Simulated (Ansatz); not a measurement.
# FHMoO₂S: single points with varied inputs

Aim: run FHMoO₂S under a spread of inputs, and see what each costs and gives.

Method: the settings change from run to run; program: Ansatz 0.2.0, Gaussian basis.

1 further run of the same task is left out (for a known fault of the program).

## Step 1: The geometry

The structure was relaxed beforehand with PBE0-D4 in a triple-zeta def2 set. Mo takes a core potential in def2 sets; no spin-orbit term is included.

SMILES `[O]=[Mo]([OH])([F])=[S]`, 6 atoms, charge 0, spin multiplicity 1.

Atoms are counted from 1 here; the program's logs count them from 0.

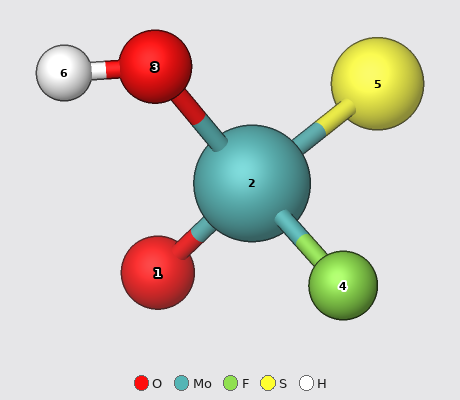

The geometry (oxygen red, molybdenum teal, fluorine green, sulfur yellow, hydrogen white); atoms are numbered from 1 in the order of the file.

## Step 2: wPBEh/def2-SVPD

Set apart from the defaults: finite nuclei, high accuracy.

in.yaml reads:

```yaml
crystal:
  periodic: [false, false, false]
  atoms:
    - {symbol: O, position_ang: [-1.383406, 0.227133, 1.044604]}
    - {symbol: Mo, position_ang: [-0.304068, 0.127916, -0.218565]}
    - {symbol: O, position_ang: [1.304988, -0.572072, 0.387398]}
    - {symbol: F, position_ang: [-1.011356, -0.918325, -1.556855]}
    - {symbol: S, position_ang: [0.040689, 2.070835, -0.947466]}
    - {symbol: H, position_ang: [1.395253, -0.999486, 1.244784]}
basis:
  gaussian: {orbitals: def2-SVPD, nuclear_model: gaussian}
hamiltonian: {xc: {name: wPBEh}}
accuracy: high
output: {forces: true}
```

The run is started by

```
$ ansatz run in.yaml --threads 4 --pin off --events-out ev --progress --plain --max-ram 10444MiB
```

What it wrote, cut to the lines that bear on the results:

```text
Functional definition: wPBEh
  name "wPBEh"
  cite "Heyd, Scuseria & Ernzerhof, J. Chem. Phys. 118, 8207 (2003) doi:10.1063/1.1564060"
  cite "Krukau, Vydrov, Izmaylov & Scuseria, J. Chem. Phys. 125, 224106 (2006) doi:10.1063/1.2404663"
  cite "Heyd & Scuseria, J. Chem. Phys. 120, 7274 (2004) doi:10.1063/1.1668634"
  cite "Ernzerhof & Perdew, J. Chem. Phys. 109, 3313 (1998) doi:10.1063/1.476928"
  cite "Perdew, Burke & Ernzerhof, Phys. Rev. Lett. 77, 3865 (1996) doi:10.1103/PhysRevLett.77.3865"
  parent pbe
[...]
2715 factors; integrals over basis functions are off by at most 3.9e-9 eV
155 factors; integrals over basis functions are off by at most 1.6e-9 eV
[...]
mean field -19504.83925543 eV, -716.7896217823 hartree, gradient 5.3e-8 eV, S^2 0.000000; 0 other end points of the search recorded, 0 dependent functions left out
[...]
reference -19504.83925981 eV, -716.7896219429 hartree; 28, 28 occupied and 110, 110 virtual orbitals, 2715 factors
Total energy: -19504.83925981 eV, -716.7896219429 hartree
Atom 0 at    -1.383406     0.227133     1.044604 Å, force    -0.102554     0.021167     0.131798 eV/Å
Atom 1 at    -0.304068     0.127916    -0.218565 Å, force     0.022081    -0.033699     0.089903 eV/Å
Atom 2 at     1.304988    -0.572072     0.387398 Å, force     0.091775    -0.001149    -0.013889 eV/Å
Atom 3 at    -1.011356    -0.918325    -1.556855 Å, force    -0.123938    -0.174197    -0.230807 eV/Å
Atom 4 at     0.040689     2.070835    -0.947466 Å, force     0.043983     0.261686    -0.090523 eV/Å
Atom 5 at     1.395253    -0.999486     1.244784 Å, force     0.068654    -0.073808     0.113518 eV/Å
Dipole moment:     0.303501    -0.297183     0.301722 e Å
```

Wall time 8.5 s (4 threads of Arm Neoverse V1, shared host); peak memory 0.68 GiB.

Largest force 0.315 eV/Å, dipole 2.50 D.

## Step 3: r2SCANh/def2-TZVPD

This run has atoms shaken by 0.08 Å.

in.yaml reads:

```yaml
crystal:
  periodic: [false, false, false]
  atoms:
    - {symbol: O, position_ang: [-1.380926, 0.329780, 0.983192]}
    - {symbol: Mo, position_ang: [-0.294033, 0.198910, -0.080685]}
    - {symbol: O, position_ang: [1.294810, -0.610661, 0.428242]}
    - {symbol: F, position_ang: [-0.949535, -0.937791, -1.515759]}
    - {symbol: S, position_ang: [0.228313, 2.116820, -0.902871]}
    - {symbol: H, position_ang: [1.403465, -1.110495, 1.219255]}
basis:
  gaussian: {orbitals: def2-TZVPD}
hamiltonian: {xc: {name: r2SCANh}}
```

Same command.

What it wrote, cut to the lines that bear on the results:

```text
Functional definition: r2SCANh
  name "r2SCANh"
  cite "Bursch, Neugebauer, Ehlert & Grimme, J. Chem. Phys. 156, 134105 (2022) doi:10.1063/5.0086040"
  cite "Furness, Kaplan, Ning, Perdew & Sun, J. Phys. Chem. Lett. 11, 8208 (2020) doi:10.1021/acs.jpclett.0c02405"
  cite "Furness, Kaplan, Ning, Perdew & Sun, J. Phys. Chem. Lett. 11, 9248 (2020) doi:10.1021/acs.jpclett.0c03077"
  parent r2scan
[...]
1217 factors; their error is unknown
[...]
mean field -19522.43755543 eV, -717.4363473785 hartree, gradient 7.1e-5 eV, S^2 0.000000; 0 other end points of the search recorded, 0 dependent functions left out
reference -19522.43757953 eV, -717.4363482642 hartree; 28, 28 occupied and 187, 187 virtual orbitals, 1217 factors
Total energy: -19522.43757953 eV, -717.4363482642 hartree
```

Wall time 5.5 s (4 threads of Arm Neoverse V1, shared host); peak memory 0.45 GiB.

## Step 4: wB97M-V/def2-SVP

This run has unrestricted orbitals, atoms shaken by 0.08 Å, high accuracy.

in.yaml reads:

```yaml
crystal:
  periodic: [false, false, false]
  atoms:
    - {symbol: O, position_ang: [-1.352845, 0.157300, 1.115531]}
    - {symbol: Mo, position_ang: [-0.368582, 0.129067, -0.179609]}
    - {symbol: O, position_ang: [1.180651, -0.535505, 0.228068]}
    - {symbol: F, position_ang: [-1.148879, -0.896982, -1.490078]}
    - {symbol: S, position_ang: [-0.079848, 2.047266, -0.860256]}
    - {symbol: H, position_ang: [1.296819, -1.026977, 1.272674]}
basis:
  gaussian: {orbitals: def2-SVP}
magnetization: {spin_polarized: true, initial_magnetization: 0}
hamiltonian: {xc: {name: wB97M-V}}
accuracy: high
```

Launched as before.

What it wrote, cut to the lines that bear on the results:

```text
Functional definition: wB97M-V
  name "wB97M-V"
  cite "Mardirossian & Head-Gordon, J. Chem. Phys. 144, 214110 (2016) doi:10.1063/1.4952647"
  cite "Becke, J. Chem. Phys. 107, 8554 (1997) doi:10.1063/1.475007"
  cite "Vydrov & Van Voorhis, J. Chem. Phys. 133, 244103 (2010) doi:10.1063/1.3521275"
  # Of w^i u^j: cxij and so on, Table III.
[...]
  gx(w, u) = 1 - cx + cx01*u + cx10*w
  gss(w, u) = css00 + css04*u^4 + css10*w + css20*w^2 + css43*w^4*u^3
  gos(w, u) = cos00 + cos10*w + (cos20 + cos21*u)*w^2 + (cos60 + cos61*u)*w^6
[...]
      + integral(e_c_pw_mod_opposite_spin*gos(b97_w_opposite, b97_u_opposite)) + vv10(b, c)
2050 factors; integrals over basis functions are off by at most 3.6e-9 eV
366 factors; integrals over basis functions are off by at most 1.8e-9 eV
[...]
mean field -19507.76713890 eV, -716.8972195151 hartree, gradient 5.5e-8 eV, S^2 0.000000; 0 other end points of the search recorded, 0 dependent functions left out
reference -19507.76714389 eV, -716.8972196986 hartree; 28, 28 occupied and 68, 68 virtual orbitals, 2050 factors
Total energy: -19507.76714389 eV, -716.8972196986 hartree
```

It took 60 s on 4 threads of Arm Neoverse V1, shared host; peak memory 1.5 GiB.

⟨S²⟩ 0.000.

## Step 5: HSE06/def2-TZVPD

Set apart from the defaults: multiplicity 3, density fitting with def2-universal-jkfit, finite nuclei, high accuracy.

in.yaml reads:

```yaml
crystal:
  periodic: [false, false, false]
  atoms:
    - {symbol: O, position_ang: [-1.383406, 0.227133, 1.044604]}
    - {symbol: Mo, position_ang: [-0.304068, 0.127916, -0.218565]}
    - {symbol: O, position_ang: [1.304988, -0.572072, 0.387398]}
    - {symbol: F, position_ang: [-1.011356, -0.918325, -1.556855]}
    - {symbol: S, position_ang: [0.040689, 2.070835, -0.947466]}
    - {symbol: H, position_ang: [1.395253, -0.999486, 1.244784]}
basis:
  gaussian: {orbitals: def2-TZVPD, fitting: {mean_field: def2-universal-jkfit}, nuclear_model: gaussian}
magnetization: {spin_polarized: true, initial_magnetization: 2}
hamiltonian: {xc: {name: HSE06}}
accuracy: high
```

Same command.

What it wrote, cut to the lines that bear on the results:

```text
Functional definition: HSE06
  name "HSE06"
  cite "Heyd, Scuseria & Ernzerhof, J. Chem. Phys. 118, 8207 (2003) doi:10.1063/1.1564060"
  cite "Krukau, Vydrov, Izmaylov & Scuseria, J. Chem. Phys. 125, 224106 (2006) doi:10.1063/1.2404663"
  cite "Heyd & Scuseria, J. Chem. Phys. 120, 7274 (2004) doi:10.1063/1.1668634"
  cite "Ernzerhof & Perdew, J. Chem. Phys. 109, 3313 (1998) doi:10.1063/1.476928"
  cite "Perdew, Burke & Ernzerhof, Phys. Rev. Lett. 77, 3865 (1996) doi:10.1103/PhysRevLett.77.3865"
  parent pbe
[...]
  # The whole range is PBE's own exchange, as in plane waves. The composition of these papers is wPBEh.
[...]
632 factors; integrals over basis functions are off by at most 1.6e0 eV
632 factors; integrals over basis functions are off by at most 5.1e-8 eV
[...]
mean field -19512.67786571 eV, -717.0776853966 hartree, gradient 9.8e-8 eV, S^2 2.011179; 7 other end points of the search recorded, 0 dependent functions left out
reference -19512.67787163 eV, -717.0776856142 hartree; 29, 27 occupied and 186, 188 virtual orbitals, 632 factors
Total energy: -19512.67787163 eV, -717.0776856142 hartree
```

Wall time 60 s (4 threads of Arm Neoverse V1, shared host); peak memory 0.98 GiB.

⟨S²⟩ 2.011.

## Step 6: rPW86-PBE/def2-TZVPD

Options: charge +1, multiplicity 2, density fitting with def2-universal-jkfit, D4 dispersion.

Edit in.yaml of step 5 so:

```diff
@@ -10,5 +10,6 @@
 basis:
-  gaussian: {orbitals: def2-TZVPD, fitting: {mean_field: def2-universal-jkfit}, nuclear_model: gaussian}
-magnetization: {spin_polarized: true, initial_magnetization: 2}
-hamiltonian: {xc: {name: HSE06}}
-accuracy: high
+  gaussian: {orbitals: def2-TZVPD, fitting: {mean_field: def2-universal-jkfit}}
+total_charge: 1
+magnetization: {spin_polarized: true, initial_magnetization: 1}
+hamiltonian: {xc: {name: rPW86-PBE}, dispersion: d4}
+output: {forces: true}
```

Launched as before.

What it wrote, cut to the lines that bear on the results:

```text
Functional definition: rPW86-PBE
  name "rPW86-PBE"
  cite "Murray, Lee & Langreth, J. Chem. Theory Comput. 5, 2754 (2009) doi:10.1021/ct900365q"
  cite "Perdew, Burke & Ernzerhof, Phys. Rev. Lett. 77, 3865 (1996) doi:10.1103/PhysRevLett.77.3865"
  parent pbe
[...]
632 factors; integrals over basis functions are off by at most 1.6e0 eV
[...]
mean field -19542.72347758 eV, -718.1818412672 hartree, gradient 1.2e-5 eV, S^2 0.757901; 4 other end points of the search recorded, 0 dependent functions left out
[...]
reference -19542.72362531 eV, -718.1818466963 hartree; 28, 27 occupied and 187, 188 virtual orbitals, 632 factors
Total energy: -19542.90883130 eV, -718.1886528909 hartree
Atom 0 at    -1.383406     0.227133     1.044604 Å, force    -0.829435     0.482613     0.752145 eV/Å
Atom 1 at    -0.304068     0.127916    -0.218565 Å, force     0.337736    -3.936139     0.348808 eV/Å
Atom 2 at     1.304988    -0.572072     0.387398 Å, force    -0.324731     0.468680    -0.904924 eV/Å
Atom 3 at    -1.011356    -0.918325    -1.556855 Å, force     0.043505     0.079287    -0.016735 eV/Å
Atom 4 at     0.040689     2.070835    -0.947466 Å, force     0.445481     3.335951    -1.042752 eV/Å
Atom 5 at     1.395253    -0.999486     1.244784 Å, force     0.327444    -0.430392     0.863457 eV/Å
Dipole moment:     0.388987     0.256055     0.221920 e Å
```

Wall time 15 s (4 threads of Arm Neoverse V1, shared host); peak memory 0.51 GiB.

Largest force 3.966 eV/Å, ⟨S²⟩ 0.758.

## Step 7: B3LYP5/ANO-RCC-VTZP

This run has high accuracy.

Edit in.yaml of step 6 so:

```diff
@@ -10,6 +10,4 @@
 basis:
-  gaussian: {orbitals: def2-TZVPD, fitting: {mean_field: def2-universal-jkfit}}
-total_charge: 1
-magnetization: {spin_polarized: true, initial_magnetization: 1}
-hamiltonian: {xc: {name: rPW86-PBE}, dispersion: d4}
-output: {forces: true}
+  gaussian: {orbitals: ANO-RCC-VTZP}
+hamiltonian: {xc: {name: B3LYP5}}
+accuracy: high
```

Launched as before.

What it wrote, cut to the lines that bear on the results:

```text
Functional definition: B3LYP5
  name "B3LYP5"
  cite "Stephens, Devlin, Chabalowski & Frisch, J. Phys. Chem. 98, 11623 (1994) doi:10.1021/j100096a001"
  cite "Becke, Phys. Rev. A 38, 3098 (1988) doi:10.1103/PhysRevA.38.3098"
  cite "Lee, Yang & Parr, Phys. Rev. B 37, 785 (1988) doi:10.1103/PhysRevB.37.785"
  cite "Vosko, Wilk & Nusair, Can. J. Phys. 58, 1200 (1980) doi:10.1139/p80-159"
[...]
3895 factors; integrals over basis functions are off by at most 4.5e-9 eV
[...]
mean field -127862.07677172 eV, -4698.8446533322 hartree, gradient 3.5e-8 eV, S^2 0.000000; 0 other end points of the search recorded, 0 dependent functions left out
reference -127862.07681306 eV, -4698.8446548515 hartree; 42, 42 occupied and 164, 164 virtual orbitals, 3895 factors
Total energy: -127862.07681306 eV, -4698.8446548515 hartree
Relativity: scalar
```

It took 1.7 min on 4 threads of Arm Neoverse V1, shared host; peak memory 1.5 GiB.

## Step 8: B97M-V/x2c-TZVPPall

This run has unrestricted orbitals, coordinates scaled by 0.96, finite nuclei, high accuracy.

in.yaml reads:

```yaml
crystal:
  periodic: [false, false, false]
  atoms:
    - {symbol: O, position_ang: [-1.328069, 0.218048, 1.002820]}
    - {symbol: Mo, position_ang: [-0.291905, 0.122799, -0.209823]}
    - {symbol: O, position_ang: [1.252788, -0.549189, 0.371902]}
    - {symbol: F, position_ang: [-0.970902, -0.881592, -1.494581]}
    - {symbol: S, position_ang: [0.039062, 1.988001, -0.909567]}
    - {symbol: H, position_ang: [1.339443, -0.959507, 1.194993]}
basis:
  gaussian: {orbitals: x2c-TZVPPall, nuclear_model: gaussian}
magnetization: {spin_polarized: true, initial_magnetization: 0}
hamiltonian: {xc: {name: B97M-V}}
accuracy: high
output: {forces: true}
```

The command is unchanged.

What it wrote, cut to the lines that bear on the results:

```text
Functional definition: B97M-V
  name "B97M-V"
  cite "Mardirossian & Head-Gordon, J. Chem. Phys. 142, 074111 (2015) doi:10.1063/1.4907719"
  cite "Becke, J. Chem. Phys. 107, 8554 (1997) doi:10.1063/1.475007"
  cite "Vydrov & Van Voorhis, J. Chem. Phys. 133, 244103 (2010) doi:10.1063/1.3521275"
  # Of w^i u^j: cxij and so on, Table III.
[...]
  gx(w, u) = cx00 + cx01*u + cx02*u^2 + (cx10 + cx11*u)*w
  gss(w, u) = css00 + css02*u^2 + css10*w + (css32*w^3 + css42*w^4)*u^2
  gos(w, u) = cos00 + cos01*u + cos03*u^3 + cos10*w + cos32*w^3*u^2
[...]
      + integral(e_c_pw_mod_opposite_spin*gos(b97_w_opposite, b97_u_opposite)) + vv10(b, c)
3764 factors; integrals over basis functions are off by at most 7.5e-9 eV
[...]
mean field -127842.65026315 eV, -4698.1307423101 hartree, gradient 4.8e-8 eV, S^2 0.000000; 0 other end points of the search recorded, 0 dependent functions left out
[...]
reference -127842.65027244 eV, -4698.1307426516 hartree; 42, 42 occupied and 186, 186 virtual orbitals, 3764 factors
Total energy: -127842.65027244 eV, -4698.1307426516 hartree
Relativity: scalar
Atom 0 at    -1.328069     0.218048     1.002820 Å, force    -3.520902     0.288147     4.096495 eV/Å
Atom 1 at    -0.291905     0.122799    -0.209823 Å, force     1.132313    -0.693775    -1.575525 eV/Å
Atom 2 at     1.252788    -0.549189     0.371902 Å, force     2.646668    -0.447802    -0.579754 eV/Å
Atom 3 at    -0.970902    -0.881592    -1.494581 Å, force    -1.239585    -1.859235    -2.336979 eV/Å
Atom 4 at     0.039062     1.988001    -0.909567 Å, force     0.639172     3.648640    -1.387299 eV/Å
Atom 5 at     1.339443    -0.959507     1.194993 Å, force     0.342335    -0.935974     1.783062 eV/Å
Dipole moment:     0.268955    -0.394499     0.310181 e Å
```

Run time: 98 s. Hardware: 4 threads of Arm Neoverse V1, shared host; peak memory 2.2 GiB.

Largest force 5.409 eV/Å, dipole 2.73 D, ⟨S²⟩ 0.000.

## Step 9: The runs in one table

```csv
level,charge,multiplicity,geometry,functions,energy (eV),time
wPBEh/def2-SVPD,0,1,relaxed,138,-19504.839,8.5 s
r2SCANh/def2-TZVPD,0,1,shaken,215,-19522.438,5.5 s
wB97M-V/def2-SVP,0,1,shaken,96,-19507.767,60 s
HSE06/def2-TZVPD,0,3,relaxed,215,-19512.678,60 s
rPW86-PBE/def2-TZVPD,1,2,relaxed,215,-19542.909,15 s
B3LYP5/ANO-RCC-VTZP,0,1,relaxed,206,-127862.077,1.7 min
B97M-V/x2c-TZVPPall,0,1,scaled,228,-127842.650,98 s
```

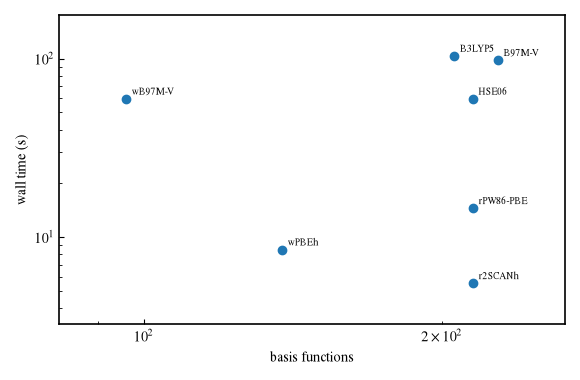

Wall time against the number of basis functions (shared host).

## Step 10: What came out

| quantity | value |
| --- | --- |
| runs | 7 |
| quickest | r2SCANh/def2-TZVPD, 5.5 s |
| slowest | B3LYP5/ANO-RCC-VTZP, 1.7 min |
| spread of total energies, same state and geometry | 108357.2 eV |

What this shows: B3LYP5/ANO-RCC-VTZP took 19 times as long as r2SCANh/def2-TZVPD. The jobs differ in tasks and options as well as level. The totals spread over 108357 eV; they can't be compared across methods or bases. Some of these runs are scalar-relativistic and others not, which shifts the totals of all-electron atoms past neon by eV; core potentials, where a basis has them, take the core out of the total altogether. At the PBE0-D4/def2-TZVP geometry and in the same state, runs without warnings or point charges leave forces up to 0.31 eV/Å (wPBEh/def2-SVPD), against 5.4 eV/Å where the atoms were moved.
